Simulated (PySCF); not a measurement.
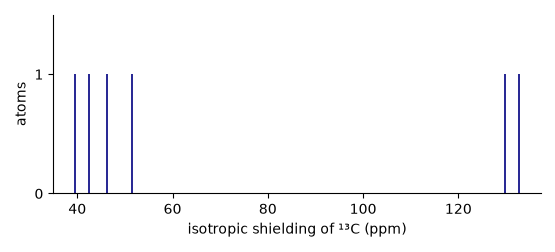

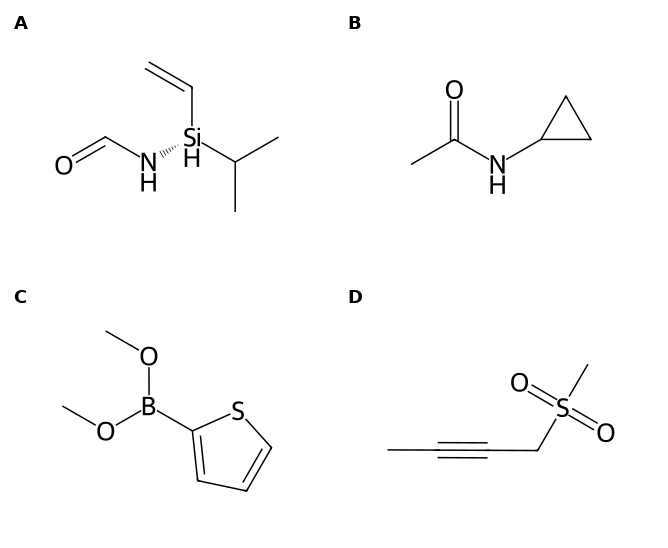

The sticks are computed shieldings of one of the molecules, for one fixed geometry (PBE0-D3(BJ)/def2-SVP) without averaging over rotations. Low shielding means a high chemical shift. Method: GIAO PBE0/pcSseg-1 NMR shielding, non-relativistic, IEF-PCM chloroform (PySCF 2.14.0).

Which molecule gives this pattern?

Answer. C, `COB(OC)c1cccs1`. Its 6 C atoms give lines at 39.6, 42.5, 46.3, 51.5, 129.8, 132.6 ppm.
